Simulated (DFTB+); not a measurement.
## Run report: C₃H₉PSi, geometry relaxation (part 1 of 2)

C₃H₉PSi, SMILES P[SiH]1CCC1, computed with GFN1-xTB, R-SCC, dispersion built in (DFTB+ 25.1).

The geometry comes from this level: GFN2-xTB.

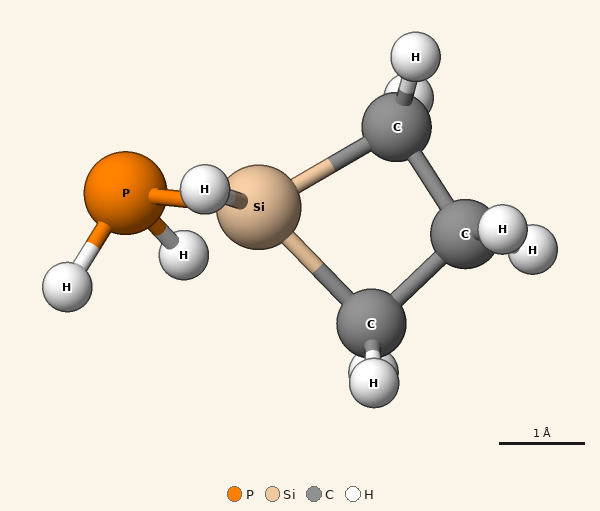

The starting structure (ball-and-stick view, seen at a tilt). Bond lengths as drawn: C–C 1.54 Å, C–H 1.09 Å, C–Si 1.92 Å, H–P 1.38 Å, H–Si 1.47 Å and P–Si 2.25 Å.

### Input (dftb_in.hsd)
```
# GFN1-XTB geometry optimisation
Geometry = GenFormat {
  14 C
  P Si C H
     1  1     -0.996270      0.715570      2.514370
     2  2     -0.447610     -0.525370      0.725040
     3  3      1.356890     -0.405590      0.093960
     4  3      0.859800     -0.151750     -1.340150
     5  3     -0.630470      0.129090     -1.073470
     6  4     -0.917940      1.930660      1.857190
     7  4     -2.355540      0.616470      2.282050
     8  4     -0.955430     -1.889320      0.934620
     9  4      1.988280     -1.284320      0.190220
    10  4      1.914080      0.440860      0.491000
    11  4      0.978320     -1.045110     -1.950400
    12  4      1.372610      0.669700     -1.838670
    13  4     -1.305010     -0.392170     -1.747100
    14  4     -0.861700      1.191270     -1.138670
}
Driver = GeometryOptimisation {
  Optimiser = Rational {}
  MaxSteps = 100
  Convergence = {
    GradElem = 0.001
  }
  AppendGeometries = Yes
}
Hamiltonian = xTB {
  Method = "GFN1-xTB"
}
Analysis = {
  PrintForces = Yes
}
Options = {
  WriteResultsTag = Yes
}
ParserOptions = {
  ParserVersion = 14
}
```

Launch command:
```bash
dftb+ > run.log
```

### Output
```
|  DFTB+ development version (commit: a23bfb2)

Reading input file 'dftb_in.hsd'
Parser version: 14

--------------------------------------------------------------------------------

Processed input in HSD format written to 'dftb_pin.hsd'

Starting initialization...
--------------------------------------------------------------------------------
OpenMP threads:              1
Chosen random seed:          116848232
Current stacksize:           unlimited
Mode:                        Geometry optimisation relaxation
Self consistent charges:     Yes
SCC-tolerance:                 0.100000E-04
Max. scc iterations:                    100
Shell resolved Hubbard:      Yes
Spin polarisation:           No
Nr. of up electrons:            15.000000
Nr. of down electrons:          15.000000
Periodic boundaries:         No
Electronic solver:           Relatively robust
Mixer:                       Broyden mixer
Mixing parameter:                  0.200000
Nr. of chrg. vec. in memory:            100
Max. SCC-cycles:                        100
Max. nr. of geometry steps:             100
tblite library version:      0.3.0
-> parametrization:          GFN1-xTB
-> repulsion:                Yes
-> dispersion:               Yes
-> halogen bonding:          Yes
-> electrostatics:           Yes
   -> isotropic:             Yes
   -> anisotropic:           No
   -> third-order:           Yes
Electronic temperature:              0.950045E-03 H      0.258520E-01 eV
Initial charges:             Set automatically (system chrg:   0.000E+00)
Included shells:             P:  s, p, d
                            Si:  s, p, d
                             C:  s, p
                             H:  s, s2
Extra options:
                             Mulliken analysis
                             Force calculation
Force type                   original

--------------------------------------------------------------------------------

***  Geometry step: 0

 iSCC Total electronic   Diff electronic      SCC error
    1   -0.15828692E+02    0.00000000E+00    0.12380296E+01
    2   -0.15834656E+02   -0.15828692E+02    0.94325543E+00
    3   -0.15830631E+02   -0.59640179E-02    0.14744618E+00
    4   -0.15836521E+02    0.40249225E-02    0.37764559E-01
    5   -0.15837031E+02   -0.58894871E-02    0.21916636E-01
    6   -0.15837224E+02   -0.51036571E-03    0.56697538E-02
    7   -0.15837230E+02   -0.19269774E-03    0.12693427E-02
    8   -0.15837230E+02   -0.60797665E-05    0.31234982E-03
    9   -0.15837230E+02   -0.42487482E-06    0.20437587E-03
   10   -0.15837231E+02   -0.14422859E-07    0.35886717E-04
   11   -0.15837231E+02   -0.87362420E-08    0.12744165E-04
   12   -0.15837231E+02   -0.39381831E-09    0.10653891E-04
   13   -0.15837231E+02   -0.71604944E-11    0.37016918E-05

Total Energy:                      -15.6606571367 H         -426.1482 eV
Extrapolated to 0K:                -15.6606571367 H         -426.1482 eV
Total Mermin free energy:          -15.6606571367 H         -426.1482 eV
Force related energy:              -15.6606571367 H         -426.1482 eV

total energy  -1.5660657E+01 H       energy change -1.5660657E+01 H
gradient norm  3.5744097E-02 H/a0    max. gradient  1.6145182E-02 H/a0
step length    0.0000000E+00 a0      max. step      0.0000000E+00 a0

--------------------------------------------------------------------------------

***  Geometry step: 1

 iSCC Total electronic   Diff electronic      SCC error
    1   -0.15836088E+02    0.00000000E+00    0.10152482E-01
    2   -0.15836101E+02    0.11425864E-02    0.37920677E-02
    3   -0.15836101E+02   -0.12905591E-04    0.18647133E-02
    4   -0.15836101E+02   -0.67258865E-06    0.78888685E-03
    5   -0.15836102E+02    0.34417269E-09    0.11449347E-03
    6   -0.15836102E+02   -0.63268695E-07    0.48322895E-04
    7   -0.15836102E+02   -0.36352468E-08    0.25274491E-04
    8   -0.15836102E+02   -0.52885696E-10    0.30119527E-05

Total Energy:                      -15.6617214105 H         -426.1771 eV
Extrapolated to 0K:                -15.6617214105 H         -426.1771 eV
Total Mermin free energy:          -15.6617214105 H         -426.1771 eV
Force related energy:              -15.6617214105 H         -426.1771 eV

total energy  -1.5661721E+01 H       energy change -1.0642738E-03 H
gradient norm  2.5074825E-02 H/a0    max. gradient  9.5640128E-03 H/a0
step length    3.5744097E-02 a0      max. step      1.6145182E-02 a0

--------------------------------------------------------------------------------

***  Geometry step: 2

 iSCC Total electronic   Diff electronic      SCC error
    1   -0.15830570E+02    0.00000000E+00    0.21425329E-01
    2   -0.15830631E+02    0.55312940E-02    0.76133715E-02
    3   -0.15830634E+02   -0.60796574E-04    0.48712347E-02
    4   -0.15830634E+02   -0.25900918E-05    0.14511170E-02
    5   -0.15830634E+02    0.43217304E-07    0.22630840E-03
    6   -0.15830634E+02   -0.34167523E-06    0.12764643E-03
    7   -0.15830634E+02   -0.14435134E-07    0.72065302E-04
    8   -0.15830634E+02   -0.43196913E-09    0.10196787E-04
    9   -0.15830634E+02   -0.21667823E-09    0.22745470E-05

Total Energy:                      -15.6630156449 H         -426.2123 eV
Extrapolated to 0K:                -15.6630156449 H         -426.2123 eV
Total Mermin free energy:          -15.6630156449 H         -426.2123 eV
Force related energy:              -15.6630156449 H         -426.2123 eV

total energy  -1.5663016E+01 H       energy change -1.2942344E-03 H
gradient norm  1.4864231E-02 H/a0    max. gradient  6.4524247E-03 H/a0
step length    8.9169358E-02 a0      max. step      3.5335712E-02 a0

--------------------------------------------------------------------------------

***  Geometry step: 3

 iSCC Total electronic   Diff electronic      SCC error
    1   -0.15828846E+02    0.00000000E+00    0.28468197E-02
    2   -0.15828847E+02    0.17877888E-02    0.18808653E-02
    3   -0.15828847E+02   -0.11702922E-05    0.10311398E-02
    4   -0.15828847E+02   -0.57230970E-07    0.12131483E-03
    5   -0.15828847E+02   -0.12328075E-07    0.42927717E-04
    6   -0.15828847E+02   -0.55812688E-08    0.25113905E-04
    7   -0.15828847E+02   -0.31732483E-09    0.11491255E-04
    8   -0.15828847E+02   -0.17266188E-10    0.22617468E-05

Total Energy:                      -15.6632736524 H         -426.2194 eV
Extrapolated to 0K:                -15.6632736524 H         -426.2194 eV
Total Mermin free energy:          -15.6632736524 H         -426.2194 eV
Force related energy:              -15.6632736524 H         -426.2194 eV

total energy  -1.5663274E+01 H       energy change -2.5800752E-04 H
gradient norm  1.3765325E-02 H/a0    max. gradient  5.1939290E-03 H/a0
step length    3.0115326E-02 a0      max. step      1.3817196E-02 a0

--------------------------------------------------------------------------------

***  Geometry step: 4

 iSCC Total electronic   Diff electronic      SCC error
    1   -0.15826350E+02    0.00000000E+00    0.42638089E-02
    2   -0.15826351E+02    0.24971967E-02    0.29025653E-02
    3   -0.15826351E+02   -0.53846264E-06    0.70129530E-03
    4   -0.15826351E+02   -0.87206407E-07    0.25430038E-03
    5   -0.15826351E+02   -0.75308613E-07    0.14027452E-03
    6   -0.15826351E+02   -0.95196526E-08    0.25348780E-04
    7   -0.15826351E+02   -0.13855139E-08    0.94246530E-05

Total Energy:                      -15.6637379046 H         -426.2320 eV
Extrapolated to 0K:                -15.6637379046 H         -426.2320 eV
Total Mermin free energy:          -15.6637379046 H         -426.2320 eV
Force related energy:              -15.6637379046 H         -426.2320 eV

total energy  -1.5663738E+01 H       energy change -4.6425220E-04 H
gradient norm  1.2666084E-02 H/a0    max. gradient  4.6546717E-03 H/a0
step length    6.9393841E-02 a0      max. step      3.2402259E-02 a0

--------------------------------------------------------------------------------

***  Geometry step: 5

 iSCC Total electronic   Diff electronic      SCC error
    1   -0.15826364E+02    0.00000000E+00    0.40089600E-02
    2   -0.15826366E+02   -0.13554617E-04    0.21941434E-02
    3   -0.15826366E+02   -0.10817125E-05    0.10288629E-02
    4   -0.15826366E+02   -0.12730256E-06    0.23265583E-03
    5   -0.15826366E+02   -0.10139262E-07    0.82358905E-04
    6   -0.15826366E+02   -0.12917821E-07    0.26838775E-04
    7   -0.15826366E+02   -0.40538417E-09    0.50016132E-05

Total Energy:                      -15.6640147047 H         -426.2395 eV
Extrapolated to 0K:                -15.6640147047 H         -426.2395 eV
Total Mermin free energy:          -15.6640147047 H         -426.2395 eV
Force related energy:              -15.6640147047 H         -426.2395 eV

total energy  -1.5664015E+01 H       energy change -2.7680012E-04 H
gradient norm  1.1394603E-02 H/a0    max. gradient  4.4543094E-03 H/a0
step length    5.2738032E-02 a0      max. step      2.2157266E-02 a0

--------------------------------------------------------------------------------

***  Geometry step: 6

 iSCC Total electronic   Diff electronic      SCC error
    1   -0.15828123E+02    0.00000000E+00    0.37222160E-02
    2   -0.15828124E+02   -0.17568098E-02    0.20353844E-02
    3   -0.15828124E+02   -0.13963187E-05    0.90937297E-03
    4   -0.15828124E+02   -0.20853992E-06    0.42591982E-03
    5   -0.15828124E+02   -0.74623152E-08    0.10743963E-03
    6   -0.15828124E+02   -0.16220305E-07    0.32512378E-04
    7   -0.15828124E+02   -0.11041710E-08    0.70726351E-05

Total Energy:                      -15.6642201089 H         -426.2451 eV
Extrapolated to 0K:                -15.6642201089 H         -426.2451 eV
Total Mermin free energy:          -15.6642201089 H         -426.2451 eV
Force related energy:              -15.6642201089 H         -426.2451 eV

total energy  -1.5664220E+01 H       energy change -2.0540423E-04 H
gradient norm  8.2069345E-03 H/a0    max. gradient  3.0182943E-03 H/a0
step length    4.8633408E-02 a0      max. step      1.7379648E-02 a0

--------------------------------------------------------------------------------

***  Geometry step: 7

 iSCC Total electronic   Diff electronic      SCC error
    1   -0.15829823E+02    0.00000000E+00    0.16432875E-02
    2   -0.15829824E+02   -0.16993135E-02    0.12027980E-02
    3   -0.15829824E+02   -0.16557897E-06    0.54515327E-03
    4   -0.15829824E+02   -0.62838421E-07    0.14503949E-03
    5   -0.15829824E+02   -0.20483956E-07    0.45250582E-04
    6   -0.15829824E+02   -0.16760051E-08    0.11574035E-04
    7   -0.15829824E+02   -0.15734969E-09    0.23741562E-05

Total Energy:                      -15.6643039016 H         -426.2474 eV
Extrapolated to 0K:                -15.6643039016 H         -426.2474 eV
Total Mermin free energy:          -15.6643039016 H         -426.2474 eV
Force related energy:              -15.6643039016 H         -426.2474 eV

total energy  -1.5664304E+01 H       energy change -8.3792624E-05 H
gradient norm  5.5725571E-03 H/a0    max. gradient  2.0932899E-03 H/a0
step length    2.4067595E-02 a0      max. step      1.0764392E-02 a0

--------------------------------------------------------------------------------

***  Geometry step: 8

 iSCC Total electronic   Diff electronic      SCC error
    1   -0.15830797E+02    0.00000000E+00    0.25264650E-02
    2   -0.15830798E+02   -0.97354540E-03    0.12829397E-02
    3   -0.15830798E+02   -0.38171579E-06    0.48859219E-03
    4   -0.15830798E+02   -0.28328186E-07    0.14252445E-03
    5   -0.15830798E+02   -0.54601674E-08    0.21633497E-04
    6   -0.15830798E+02   -0.18927881E-08    0.54843833E-05

Total Energy:                      -15.6643484184 H         -426.2486 eV
Extrapolated to 0K:                -15.6643484184 H         -426.2486 eV
Total Mermin free energy:          -15.6643484184 H         -426.2486 eV
Force related energy:              -15.6643484184 H         -426.2486 eV

total energy  -1.5664348E+01 H       energy change -4.4516799E-05 H
gradient norm  4.4557159E-03 H/a0    max. gradient  2.1165612E-03 H/a0
step length    1.5060348E-02 a0      max. step      6.9169065E-03 a0

--------------------------------------------------------------------------------

***  Geometry step: 9
```
